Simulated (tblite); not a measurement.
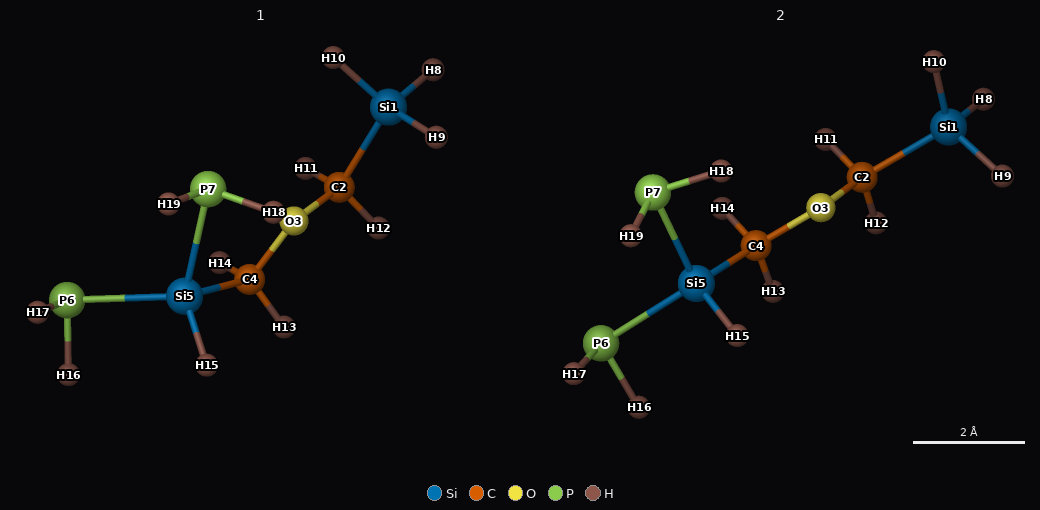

Two geometries of C$_{2}$H$_{12}$OP$_{2}$Si$_{2}$, drawn at one scale. One is the start of a relaxation, the other its converged end. A ball-and-stick model, seen from a free direction.

Level of theory: tblite, GFN2-xTB geometry optimisation, gas phase. 

> Which geometry has the lower energy?

Structure 1 is the relaxed one. The energy falls by 41.2 kJ/mol in 225 geometry steps. H18 moves most after the best rigid fit: 1.55 Å. Largest moves by element: H 1.55 Å, P 1.41 Å, Si 0.91 Å, C 0.70 Å, O 0.32 Å. Among the contacts that change: O3–P7 3.776 → 2.622 Å, C4–Si5 1.868 → 1.918 Å, Si1–C2 1.860 → 1.909 Å, Si5–P6 2.215 → 2.254 Å. Bond angles that change, for instance: C4–Si5–P7 110.3° → 95.6°, O3–C4–Si5 116.6° → 102.1°, P7–Si5–H15 108.1° → 118.2°. Groups turn about C4–Si5 by about 50°. The run took 4 s on 1 thread of Arm Neoverse N1 (shared host).
